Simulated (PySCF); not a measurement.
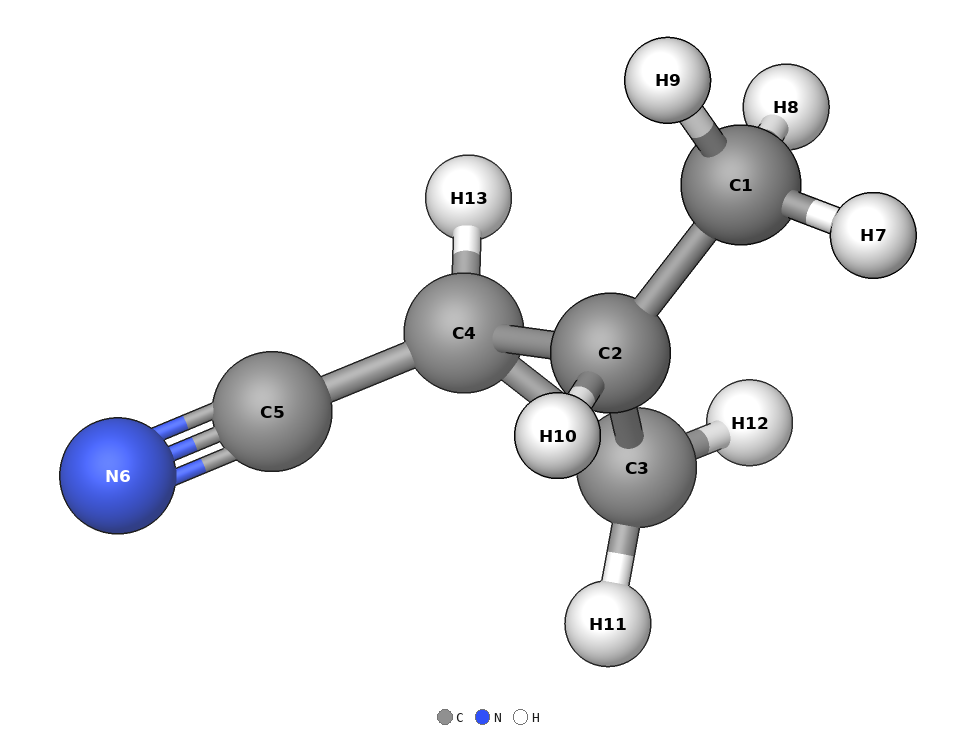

The computed structure is the end point of a PBE0-D3(BJ)/def2-SVP optimisation. No frequency run is at hand to confirm it as a minimum. Electric field gradients from the ground-state density, B3LYP/6-31G* (PySCF 2.14.0), non-relativistic apart from any core potentials.

Give the largest field-gradient component, the quadrupole coupling constant and the asymmetry for 14N at N6 (Q = 20.44 mb).

```csv
atom,V_zz (a.u.),e²qQ/h (MHz),η
N6,−0.725,−3.48,0.22
```
